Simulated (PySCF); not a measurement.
```xyz
20

C    -2.4776    1.1242    0.6330
O    -1.9494   -0.1791    0.6437
Si   -0.8443   -0.8251   -0.3491
N    -0.6126   -2.4910    0.0065
O    -1.3408   -0.6133   -1.8810
N     0.7106   -0.0356   -0.1256
C     1.5124    0.5331   -1.0780
C     2.6212    1.0596   -0.4876
C     2.5076    0.8046    0.8982
C     1.3348    0.1371    1.0800
H    -3.2070    1.1873    1.4406
H    -2.9648    1.3283   -0.3213
H    -1.6867    1.8600    0.7936
H    -0.0660   -2.7215    0.8191
H    -1.4201   -3.0911   -0.0331
H    -0.8573   -1.0214   -2.5938
H     1.2188    0.5262   -2.1092
H     3.4266    1.5721   -0.9773
H     3.2100    1.0851    1.6591
H     0.8792   -0.2289    1.9792
```

Geometry: GFN2-xTB.

Theory: PBE0/pcSseg-1, SCF density, gas phase, non-relativistic in PySCF 2.14.0.

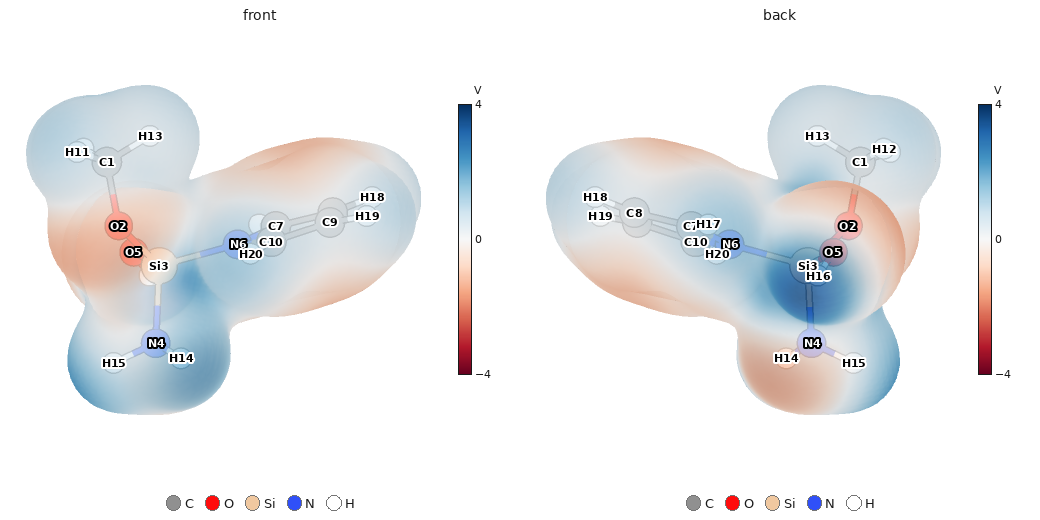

C5H10N2O2Si. The molecular electrostatic potential painted on the density surface at 0.004 e/bohr³, seen from the front and from behind; red is negative and blue positive.

**Where is the surface potential most negative and most positive?**

The most negative region (about −1.5 V) lies over O2, N4 and O5, the most positive (about +3.3 V) over H16.

**What dipole moment does the calculation give?**

Its dipole moment is 1.44 D.
